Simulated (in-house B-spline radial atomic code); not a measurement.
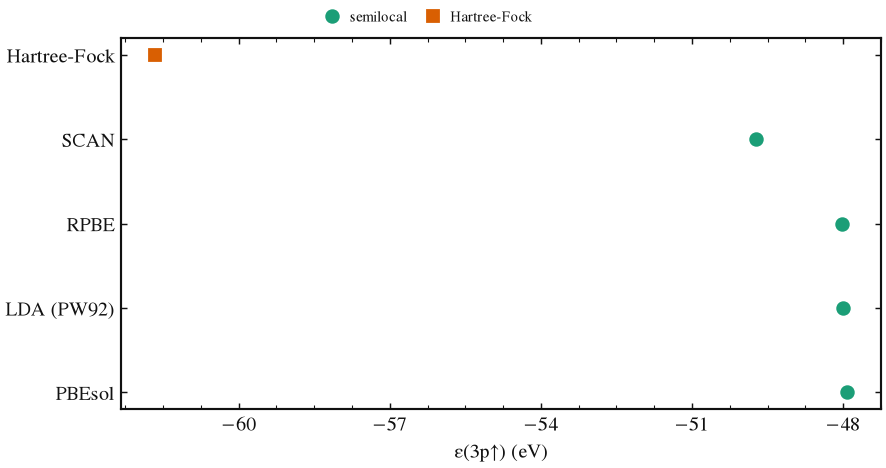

The V⁺ ion; electrons: [Ar] 3d4 (high spin). All runs are scalar-relativistic, spin-polarised and spherical, computed with an in-house B-spline radial code (spin-free X2C). Hartree-Fock is the average over the configuration. The plot shows the eigenvalue (eV) of the 3p up orbital by 5 methods.

> Rank the methods.

The deepest is Hartree-Fock (−61.7) and the shallowest PBEsol (−47.9), a spread of 13.7 eV. In order (eV): Hartree-Fock (−61.7), SCAN (−49.7), RPBE (−48.0), LDA (PW92) (−48.0), PBEsol (−47.9). On the whole, exact exchange removes self-interaction and deepens occupied levels.
